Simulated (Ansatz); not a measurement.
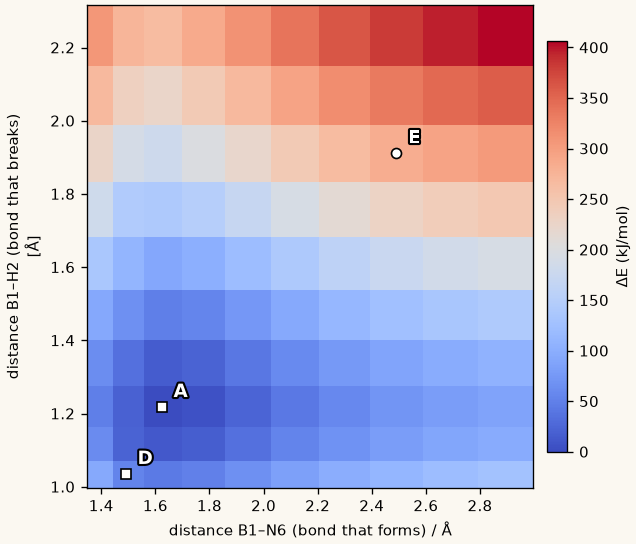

The reacting system BCl2H4N (fragments BCl₂H + H₃N where the first distance is long, BCl₂H₃N + H where the second is long). The first coordinate is: distance B1–N6 (bond that forms); the second: distance B1–H2 (bond that breaks). Relaxed at each point: all other coordinates. Grid: 10 × 10 points. Points are written as (first, second). All energies are given in kJ/mol relative to the lowest grid point. Energies and slopes of some neighbouring points disagree (a jump in structure or state, or too coarse a mesh). The reference is spin-restricted, so regions where a bond is pulled apart into radicals lie too high. Method: Ansatz 0.2.0, RKS B3LYP-D4/def2-SVP.

The picture shows one coloured cell a grid point, lettered points.

### Is A the lowest point of the computed grid?

Yes. A, at (1.624 Å, 1.218 Å), has the lowest energy of the grid.

### Rank the lettered points by energy, lowest first.

A (0 kJ/mol), D (54 kJ/mol), E (283 kJ/mol).
